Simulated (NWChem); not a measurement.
C2H3F3 (SMILES CC(F)(F)F): the energy, rung by rung

C2H3F3: 8 atoms, total charge 0, spin state singlet. SMILES: `CC(F)(F)F`. The coordinates come from a PBE0-D4/def2-TZVP relaxation.

```xyz
8

C    -0.6154   -0.1415    0.4715
C     0.5576    0.1099   -0.4237
F     1.6928   -0.3820    0.0939
F     0.3952   -0.4582   -1.6277
F     0.7542    1.4203   -0.6299
H    -0.4416    0.3358    1.4349
H    -0.7380   -1.2146    0.6112
H    -1.5126    0.2731    0.0140
```

Each level gives the energy change with the C1–C2 bond stretched from 1.497 to 2.245 Å (eV). The values are calculated.

```
                         level                    kind  program  value (eV)  CPU time (all runs)
       HF/cc-pVDZ (restricted)            Hartree–Fock   NWChem        3.38                 44 s
    SVWN5/cc-pVDZ (restricted)                     LDA   NWChem        2.82                 58 s
    M06-L/cc-pVDZ (restricted)                meta-GGA   NWChem        2.78              1.8 min
    B3LYP/cc-pVDZ (restricted)           global hybrid   NWChem        2.68                 56 s
   M06-2X/cc-pVDZ (restricted)         hybrid meta-GGA   NWChem        2.97                 83 s
CAM-B3LYP/cc-pVDZ (restricted)  range-separated hybrid   NWChem        2.93                 96 s
   B2PLYP/cc-pVDZ (restricted)           double hybrid   NWChem        2.80                 47 s
     CCSD/cc-pVDZ (restricted)   coupled cluster or CI   NWChem        2.85              5.8 min
```

The first shape isn't each level's own minimum. The values span 2.68 to 3.38 eV. Times are those of the runs behind each value, whatever else they computed, on shared processors of several kinds: orders of magnitude only.

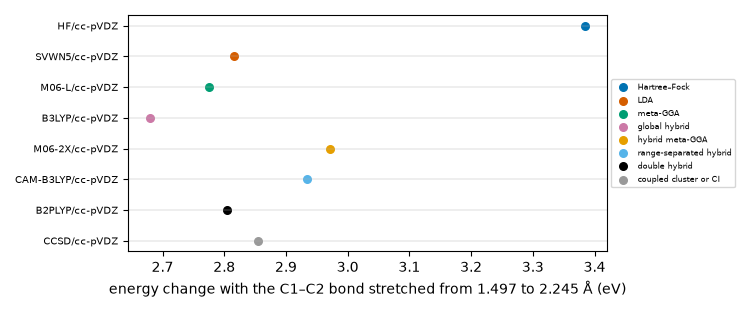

The values of the table, level by level.
